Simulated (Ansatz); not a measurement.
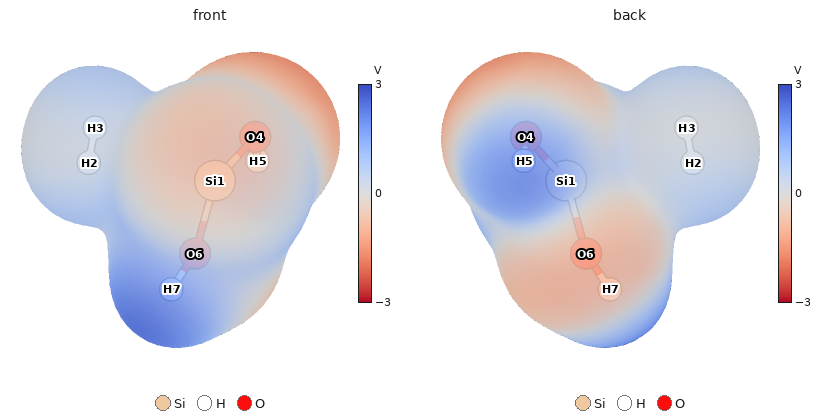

*H₂O₂Si···H₂. The electrostatic potential painted on the density surface at 0.002 e/bohr³, seen from the front and from behind; the colour scale runs from red (negative) to blue (positive).*

Not at a stationary point (largest force 1.8 eV/Å).

Theory: RKS BLYP-D4/def2-SVP in Ansatz.

Input file:

```
crystal:
  periodic: [false, false, false]
  atoms:
    - { symbol: Si, position_ang: [0.0, 0.0, 0.0] }
    - { symbol: H, position_ang: [0.9994, 0.0, 1.3254] }
    - { symbol: H, position_ang: [1.5827, 0.0, 0.5009] }
    - { symbol: O, position_ang: [-0.7913, 1.3709, -0.5594] }
    - { symbol: H, position_ang: [-1.7491, 1.1401, -0.7818] }
    - { symbol: O, position_ang: [-0.7913, -1.3709, -0.5594] }
    - { symbol: H, position_ang: [-1.2459, -1.8365, 0.2129] }
basis:
  gaussian: { orbitals: def2-SVP }
hamiltonian:
  xc: blyp
  dispersion: d4
relax:
  f_tol: 0.15
  max_steps: 25
  restrain:
    - { distance: [1, 2], at: 0.66, k: 30.0 }
    - { distance: [0, 1], at: 2.66, k: 30.0 }
    - { distance: [0, 2], at: 2.66, k: 30.0 }
output:
  orbitals: {}
```

Run with:

```sh
ansatz run input.yaml --threads 1 --pin off --max-ram 2048MiB --backend cpu --events-out ev --progress --plain --runs-dir out
```

The fields are those of the run's last geometry, not of the input's.

Question: Describe the electrostatic potential map.

Answer: The most negative region (about −1.5 V) lies over O4, the most positive (about +2.4 V) over H7. O4 is the likeliest acceptor of a hydrogen bond.
